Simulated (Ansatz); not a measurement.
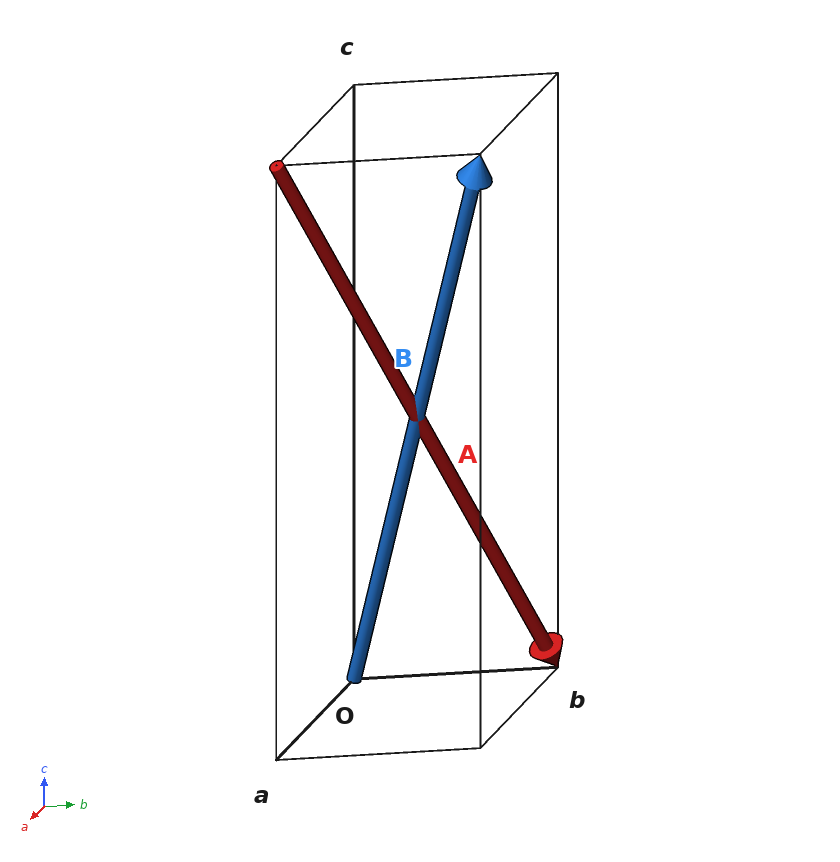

Each arrow starts at a corner of the unit cell and ends on its surface; where a tip isn't a corner, dashed lines run from it parallel to the axes. Crystal: Cd, the end point of a relaxation with DFT, PBEsol, plane waves (420 eV) with PAW, scalar-relativistic (Ansatz); the starting structure was generated, so it need not be a known form of this composition. Geometry calculated from the standardised cell; symmetry tolerance 0.002 Å.

a = 3.117 Å, b = 3.117 Å, c = 9.923 Å, α = 90.00°, β = 90.00°, γ = 120.00°.

Index the directions.

Arrow A runs from (1, 0, 1) to (0, 1, 0), so [−1 1 −1], in four indices [−1 1 0 −1]; Arrow B runs from (0, 0, 0) to (1, 1, 1), so [1 1 1], in four indices [1 1 −2 3].

How long is the vector ua + vb + wc in each case, and what angles do the directions make?

A 11.296 Å; B 10.401 Å. A–B: 146.9°.
